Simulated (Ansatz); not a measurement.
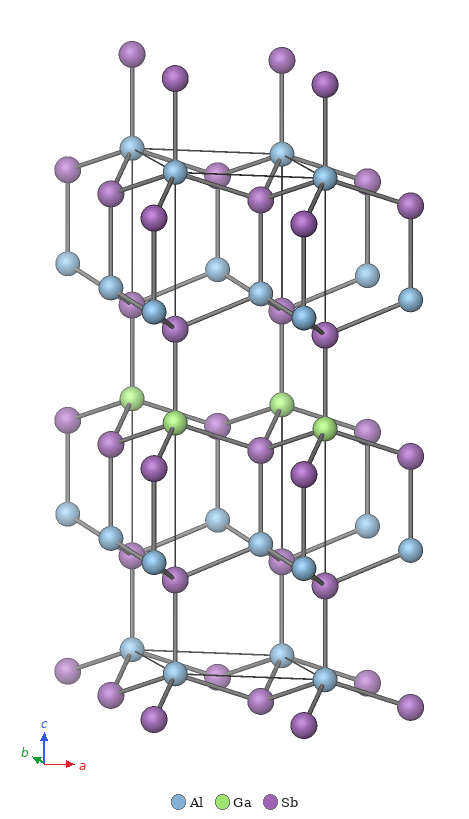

We look at a ball-and-stick model of the crystal slightly off an axis. Atoms at the boundary of the conventional unit cell (the box) are drawn once for each face, edge or corner they touch. Atoms just outside the outline that bond to atoms inside are added.

Al$_{3}$GaSb$_{4}$, space group P3m1 (No. 156), a = 4.387 Å, b = 4.387 Å, c = 14.449 Å, α = 90.00°, β = 90.00°, γ = 120.00°. Starting structure: a structure type filled with these elements by a generator (whether the compound takes this form wasn't checked). Earlier steps of the study, as a rule a relaxation of our own, may have changed the cell and positions, so they can lie some per cent off the listed ones. It was run through Ansatz as a DFT input.

This one geometry was computed with Ansatz (DFT, plane waves, PAW) at three levels of theory: PBE with spin-orbit coupling, PBE and r2SCAN.

> How does the band gap change with the level of theory?

PBE with spin-orbit coupling: a gap of 0.18 eV, direct; PBE: a gap of 0.39 eV, direct; r2SCAN: a gap of 0.73 eV, direct.

> Collect the results in a table.

| level | cutoff (eV) | k-mesh of the run's cell | gap (eV) | pressure (GPa) |
| --- | --- | --- | --- | --- |
| PBE with spin-orbit coupling | 420 | 12×12×4 | 0.18 | 0.0 |
| PBE | 420 | 12×12×4 | 0.39 | 0.0 |
| r2SCAN | 500 | 12×12×4 | 0.73 | -1.4 |

Gaps are taken on the k-mesh or band path of each run.
